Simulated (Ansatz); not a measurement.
```yaml
atoms:
  - { symbol: Br, position_ang: [0.3541, -2.2489, -0.5200] }
  - { symbol: Cl, position_ang: [-1.5623, -2.5706, 2.3696] }
  - { symbol: Cl, position_ang: [-0.0843, 0.3604, 1.7439] }
  - { symbol: Cl, position_ang: [1.7526, -2.2733, 2.6690] }
  - { symbol: Si, position_ang: [0.1112, -1.6741, 1.5988] }
```

Geometry: B3LYP-D3(BJ)/def2-SVP.

The calculation used Ansatz 0.2.0, isolated molecule in a Gaussian basis; Kohn-Sham density functional theory, functional PBE0.

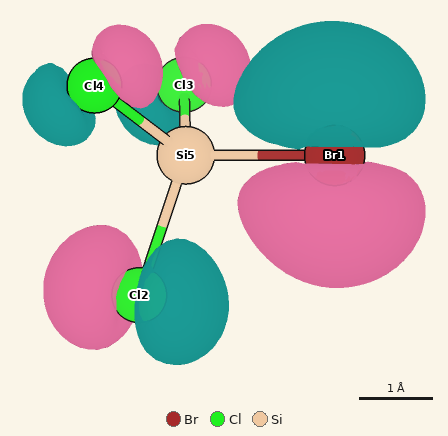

BrCl₃Si. The HOMO at ±0.1 Å⁻³ᐟ² (teal and pink are the two phases), seen at a tilt.

What is the character of this orbital?

Answer. Its weight (Hirshfeld) is mainly on Br1 (about 70 %) and Cl2 (about 15 %); largely a lone pair of Br1. It is one of a degenerate set, so its orientation is arbitrary. Its energy is −9.12 eV.
